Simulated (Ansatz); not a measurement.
**Run report: CH7ClSi, nudged elastic band (part 2 of 2)**

The same run, continued: CH7ClSi; UKS B3LYP/def2-SVP (Ansatz 0.2.0). It belongs to a series of runs on one base structure; here: band between the two ends.

Geometry of the input (Å):
```
Si -2.0874  -0.1166  -1.3192
Cl -0.4458  -1.3063  -1.8044
H  -2.3951  0.7692  -2.4732
H  -1.7488  0.6987  -0.1216
H  -3.2491  -0.9984  -1.0282
H  1.3901  -0.2265  0.5232
C  1.9840  0.1908  1.3489
H  2.9943  -0.2438  1.3269
H  1.5038  -0.0499  2.3082
H  2.0541  1.2826  1.2393
```

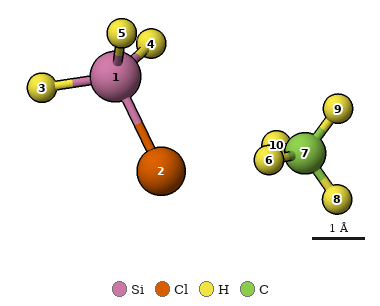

The structure as given in the input (ball-and-stick view, seen at a tilt; atoms are numbered from 1 in the order of the input).

```
Total energy: -21543.50399693 eV, -791.7091691757 hartree
Atom 0 at    -1.007150     0.142048    -0.389159 Å, force    -0.023603     0.009035     0.003708 eV/Å
Atom 1 at     0.399238    -1.621003    -1.704091 Å, force     0.000456    -0.001570    -0.000658 eV/Å
Atom 2 at    -1.011242     0.854471    -1.683680 Å, force     0.002851    -0.000108     0.002045 eV/Å
Atom 3 at    -1.423730     1.181119     0.615350 Å, force     0.002118    -0.002598    -0.001832 eV/Å
Atom 4 at    -1.880696    -1.016213    -0.108634 Å, force     0.001327     0.001352     0.000316 eV/Å
Atom 5 at     0.676267    -0.575151    -0.305411 Å, force     0.022567     0.002183    -0.000761 eV/Å
Atom 6 at     0.886971     0.169793     0.692025 Å, force    -0.005496    -0.002406     0.012850 eV/Å
Atom 7 at     1.880170    -0.315717     0.653991 Å, force    -0.005749     0.003596     0.002937 eV/Å
Atom 8 at     0.438466    -0.068687     1.665432 Å, force     0.003455    -0.003305    -0.007068 eV/Å
Atom 9 at     1.041906     1.249142     0.564276 Å, force     0.002073    -0.006180    -0.011536 eV/Å
Dipole moment:     0.013690     0.546410     0.655159 e Å
this run last wrote the band of iteration 12 to [file]
```

### The last band as extended XYZ (Å, eV, eV/Å)
```
10
Properties=species:S:1:pos:R:3:forces:R:3 image=0 energy=-21546.45704
Si   -2.0874   -0.1166   -1.3192    0.0204  -0.0035   0.0103
Cl   -0.4458   -1.3063   -1.8044   -0.0236   0.0186   0.0092
H    -2.3951    0.7692   -2.4732    0.0001  -0.0069   0.0084
H    -1.7488    0.6987   -0.1216   -0.0067  -0.0162  -0.0240
H    -3.2491   -0.9984   -1.0282    0.0087   0.0084  -0.0039
H     1.3901   -0.2265    0.5232   -0.0011   0.0072   0.0074
C     1.9840    0.1908    1.3489    0.0165  -0.0125  -0.0096
H     2.9943   -0.2438    1.3269   -0.0136   0.0092   0.0056
H     1.5038   -0.0499    2.3082   -0.0005  -0.0033  -0.0003
H     2.0541    1.2826    1.2393    0.0000  -0.0011  -0.0032
10
Properties=species:S:1:pos:R:3:forces:R:3 image=1 energy=-21546.45321
Si   -1.9197   -0.1104   -1.2094   -0.0025  -0.0001  -0.0016
Cl   -0.4228   -1.3834   -1.9011   -0.0008   0.0004  -0.0004
H    -2.2694    0.8498   -2.2889   -0.0024  -0.0007  -0.0022
H    -1.4107    0.6186   -0.0188   -0.0035   0.0003  -0.0015
H    -3.1095   -0.9231   -0.8443   -0.0022  -0.0009  -0.0023
H     1.4151   -0.3295    0.3745   -0.0003   0.0003   0.0010
C     1.8262    0.1893    1.2518    0.0017   0.0009   0.0024
H     2.8585   -0.1456    1.4269    0.0026  -0.0014  -0.0005
H     1.2130   -0.0402    2.1352    0.0039   0.0009   0.0027
H     1.8194    1.2744    1.0744    0.0034   0.0003   0.0025
10
Properties=species:S:1:pos:R:3:forces:R:3 image=2 energy=-21546.43249
Si   -1.7303   -0.0903   -1.0832   -0.0159  -0.0019  -0.0112
Cl   -0.3268   -1.4045   -1.8875   -0.0151  -0.0003  -0.0091
H    -2.1036    0.9008   -2.1255   -0.0208  -0.0011  -0.0110
H    -1.1298    0.6008    0.0857   -0.0113  -0.0048  -0.0122
H    -2.9214   -0.8703   -0.6584   -0.0199   0.0005  -0.0124
H     1.3868   -0.4270    0.2493    0.0199   0.0006   0.0122
C     1.6431    0.1721    1.1335    0.0159   0.0003   0.0090
H     2.6751   -0.0479    1.4404    0.0163   0.0046   0.0152
H     0.9551   -0.0746    1.9549    0.0155   0.0013   0.0097
H     1.5520    1.2407    0.8909    0.0153   0.0008   0.0099
10
Properties=species:S:1:pos:R:3:forces:R:3 image=3 energy=-21546.28077
Si   -1.5252   -0.0746   -0.9492   -0.0955  -0.0135  -0.0687
Cl   -0.1350   -1.3956   -1.7800   -0.0744   0.0136  -0.0261
H    -1.8566    0.9146   -2.0022   -0.1674  -0.0034  -0.0554
H    -0.9944    0.6544    0.2288    0.0293  -0.0839  -0.0862
H    -2.6829   -0.8911   -0.5125   -0.1484   0.0339  -0.0857
H     1.1444   -0.4223    0.1285    0.1263  -0.0108   0.0574
C     1.4412    0.1601    1.0064    0.0853   0.0057   0.0561
H     2.4743   -0.1006    1.2653    0.0973   0.0498   0.1157
H     0.7679   -0.0771    1.8428    0.0741   0.0063   0.0448
H     1.3665    1.2319    0.7722    0.0734   0.0023   0.0480
10
Properties=species:S:1:pos:R:3:forces:R:3 image=4 energy=-21545.67552
Si   -1.3269   -0.0556   -0.8136   -0.2895  -0.0931  -0.2676
Cl    0.0143   -1.4236   -1.7254   -0.2094   0.1102   0.0129
H    -1.5343    0.9145   -1.9065   -0.4707   0.0096  -0.1776
H    -1.0568    0.8021    0.3792    0.2675  -0.2958  -0.2105
H    -2.3983   -0.9643   -0.3600   -0.4391   0.0770  -0.2313
H     0.9127   -0.3966    0.0302    0.2499   0.0277   0.1744
C     1.2631    0.1556    0.8991    0.2547   0.0157   0.1670
H     2.2893   -0.1841    1.0554    0.3017   0.1323   0.3296
H     0.6197   -0.0804    1.7582    0.1698   0.0160   0.0946
H     1.2174    1.2321    0.6835    0.1651   0.0004   0.1085
10
Properties=species:S:1:pos:R:3:forces:R:3 image=5 energy=-21544.51127
Si   -1.1311   -0.0034   -0.6396   -0.2839  -0.3610  -0.5862
Cl    0.1615   -1.4977   -1.7263   -0.5502   0.2478  -0.0142
H    -1.2206    0.9003   -1.7989   -0.4726   0.0676  -0.2686
H    -1.2382    0.9909    0.5063    0.4226  -0.4016  -0.2508
H    -2.1066   -1.0214   -0.2142   -0.5087  -0.0042  -0.2069
H     0.7491   -0.4142   -0.0810    0.1474   0.3545   0.5106
C     1.0883    0.1560    0.8000    0.4821  -0.0018   0.2742
H     2.0952   -0.2628    0.8482    0.4893   0.1295   0.4320
H     0.5008   -0.0841    1.6944    0.1414  -0.0036   0.0467
H     1.1019    1.2361    0.6113    0.1326  -0.0271   0.0632
10
Properties=species:S:1:pos:R:3:forces:R:3 image=6 energy=-21543.50375
Si   -1.0071    0.1420   -0.3892   -0.0236   0.0090   0.0037
Cl    0.3992   -1.6210   -1.7041    0.0005  -0.0016  -0.0007
H    -1.0112    0.8545   -1.6837    0.0029  -0.0001   0.0020
H    -1.4237    1.1811    0.6153    0.0021  -0.0026  -0.0018
H    -1.8807   -1.0162   -0.1086    0.0013   0.0014   0.0003
H     0.6763   -0.5752   -0.3054    0.0226   0.0022  -0.0008
C     0.8870    0.1698    0.6920   -0.0055  -0.0024   0.0129
H     1.8802   -0.3157    0.6540   -0.0057   0.0036   0.0029
H     0.4385   -0.0687    1.6654    0.0035  -0.0033  -0.0071
H     1.0419    1.2491    0.5643    0.0021  -0.0062  -0.0115
10
Properties=species:S:1:pos:R:3:forces:R:3 image=7 energy=-21544.83666
Si   -0.9784    0.3046   -0.1850    0.0527   0.2436   0.3108
Cl    0.5882   -1.7939   -1.7459    0.3178  -0.2310  -0.0903
H    -0.9548    0.8069   -1.5904    0.0909  -0.0519   0.1528
H    -1.6077    1.3388    0.6646   -0.3008   0.2205   0.0903
H    -1.7853   -0.9461   -0.0709    0.1579   0.0916   0.0276
H     0.7755   -0.9870   -0.7106    0.1613  -0.6243  -0.6327
C     0.7489    0.2650    0.7150   -0.2258   0.1488   0.0437
H     1.6592   -0.3341    0.5117   -0.3444  -0.0212  -0.2095
H     0.4771    0.0319    1.7557    0.0527   0.1269   0.1391
H     1.0773    1.3138    0.6560    0.0377   0.0970   0.1684
10
Properties=species:S:1:pos:R:3:forces:R:3 image=8 energy=-21545.33964
Si   -1.0021    0.4528   -0.0673   -0.0079   0.0367   0.0326
Cl    0.7119   -2.0827   -2.0080    0.0413  -0.0725  -0.0750
H    -0.8838    0.8649   -1.4947    0.0184   0.0174   0.0285
H    -1.8183    1.4641    0.6614   -0.0629   0.0288   0.0023
H    -1.6995   -0.8642    0.0017    0.0270   0.0186   0.0171
H     0.8764   -1.4599   -0.8894    0.0325  -0.1288  -0.0570
C     0.6885    0.3952    0.7964   -0.0184   0.0397   0.0236
H     1.4483   -0.2844    0.3759   -0.0589   0.0151  -0.0367
H     0.5468    0.1107    1.8511    0.0189   0.0180   0.0274
H     1.1322    1.4033    0.7731    0.0101   0.0271   0.0371
10
Properties=species:S:1:pos:R:3:forces:R:3 image=9 energy=-21545.44702
Si   -0.9883    0.5529   -0.0303   -0.0005   0.0075   0.0035
Cl    0.9993   -2.0927   -2.0929    0.0313   0.0014  -0.0059
H    -0.8702    1.0167   -1.4420   -0.0006   0.0150   0.0068
H    -1.9021    1.4776    0.7029   -0.0112  -0.0015   0.0056
H    -1.6133   -0.8067   -0.0345    0.0109   0.0041  -0.0026
H     0.5226   -2.0803   -0.8952   -0.0333  -0.0649  -0.0074
C     0.6993    0.4894    0.8161    0.0014   0.0129   0.0033
H     1.3884   -0.1847    0.2837   -0.0069   0.0131  -0.0098
H     0.6029    0.1388    1.8563    0.0071   0.0032   0.0000
H     1.1616    1.4890    0.8357    0.0019   0.0092   0.0064
10
Properties=species:S:1:pos:R:3:forces:R:3 image=10 energy=-21545.48243
Si   -0.9323    0.5511   -0.0166    0.0080  -0.0017   0.0020
Cl    1.1551   -2.2509   -1.8592   -0.0125  -0.0088   0.0034
H    -0.8401    1.0982   -1.4014   -0.0007   0.0013   0.0007
H    -1.9547    1.3368    0.7371    0.0033  -0.0065  -0.0032
H    -1.4314   -0.8590   -0.1157   -0.0028   0.0039   0.0035
H     0.0021   -2.2595   -1.2757    0.0147   0.0062  -0.0078
C     0.7408    0.5906    0.8500    0.0012   0.0070   0.0001
H     1.4631   -0.0417    0.3104   -0.0086   0.0010   0.0009
H     0.6579    0.2173    1.8832    0.0011   0.0011  -0.0009
H     1.1397    1.6169    0.8882   -0.0038  -0.0036   0.0014
```

### Summary

```csv
quantity,value
outcome,converged
"barrier, forward",2.953 eV
"barrier, backward",1.979 eV
hardware,"2 threads of Arm Neoverse V1, 24 GiB of memory available, shared host"
wall time,4.6 min (CPU time 8.9 min)
peak memory,0.22 GiB
```

### Remarks

The order of the saddle point was not checked.
